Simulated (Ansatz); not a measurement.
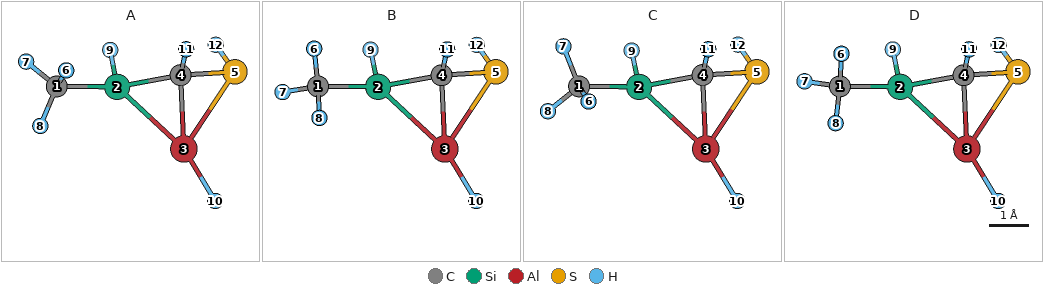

4 geometries from a converged minimum-energy path of C2H7AlSSi, shuffled. Style: ball-and-stick. Shown at a tilt.

Computed with RKS revPBE/def2-SVP in Ansatz 0.2.0. Settings: 7 movable images; climbing image; force threshold 0.05 eV/Å; iteration limit 60; starting path by image-dependent pair potential.

**Which frame is the transition state?**

A. In order along the path, whose images run from 0 to 8: C (image 1, +0.008 eV), A (image 4, +0.054 eV), D (image 6, +0.026 eV), B (image 7, +0.007 eV). The motion is a rotation about the C1–Si2 bond by about 120°. No bond forms or breaks between the ends.

Cost: 120 s on 2 threads of Arm Neoverse N1, on a shared host, peak memory 0.16 GiB.
